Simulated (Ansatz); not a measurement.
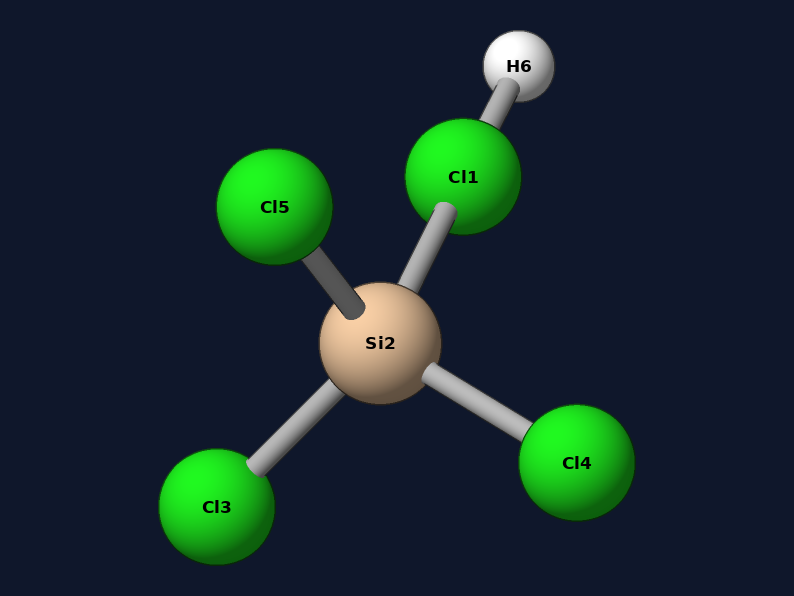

The questions are on Mulliken charges. State: neutral, doublet. The geometry was computed by a saddle-point search with PBE0-D4/def2-TZVP. Level of theory: UKS PBE0-D4/def2-TZVP (Ansatz 0.2.0).

**Which atom carries the highest charge (most positive or least negative)?**

Si2 (0.64 e).

**And the lowest?**

Cl1 (−0.20 e).

List the Mulliken charges.

| atom | value (e) |
| --- | --- |
| Cl1 | −0.20 |
| Si2 | 0.64 |
| Cl3 | −0.17 |
| Cl4 | −0.17 |
| Cl5 | −0.17 |
| H6 | 0.06 |

Mulliken values depend strongly on the basis set and can even reverse the polarity of a bond.
